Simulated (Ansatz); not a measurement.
## How methods differ on LiI (Lithium Iodide)

LiI: 2 atoms, total charge 0, spin state singlet. As SMILES, `[Li][I]`. The bond length is the measured one.

```xyz
2

Li    0.0000    0.0000    0.0000
I     0.0000    0.0000    2.3919
```

Quantity: the vertical electron affinity (to the doublet anion), in eV. The values are calculated.

The electron affinity is E(neutral) − E(anion): positive where the electron is bound.

| level | kind | program | value (eV) | CPU time (all runs) |
| --- | --- | --- | --- | --- |
| BLYP/ANO-RCC-MB (sfX2C) | GGA | Ansatz | 0.48 | 8.5 s |
| BLYP/ANO-RCC-VDZ (sfX2C) | GGA | Ansatz | 0.53 | 12 s |
| BLYP/ANO-RCC-VDZP (sfX2C) | GGA | Ansatz | 0.40 | 6.4 s |
| BLYP/ANO-RCC-VTZP (sfX2C) | GGA | Ansatz | 0.52 | 11 s |
| BLYP/ANO-RCC-VQZP (sfX2C) | GGA | Ansatz | 0.54 | 20 s |
| MP2/jorge-DZP | perturbation theory | Ansatz | 0.48 | 1.9 s |
| MP2/jorge-TZP | perturbation theory | Ansatz | 0.64 | 4.4 s |
| MP2/jorge-QZP | perturbation theory | Ansatz | 0.56 | 13 s |

All-electron rows without a relativistic Hamiltonian named are non-relativistic. Spin-orbit coupling, which can split open shells on such heavy atoms by tenths of an eV, is left out. The values span 0.40 to 0.64 eV. In the correlated wave-function rows the outer d shell of I is correlated, in sets not made for it. Times are those of the runs behind each value, whatever else they computed, on shared processors of several kinds: orders of magnitude only.

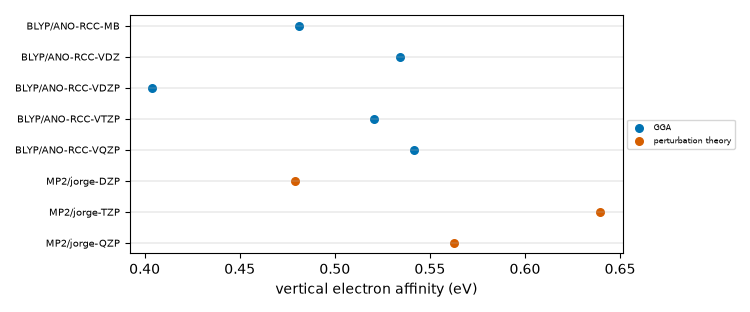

The values of the table, level by level.
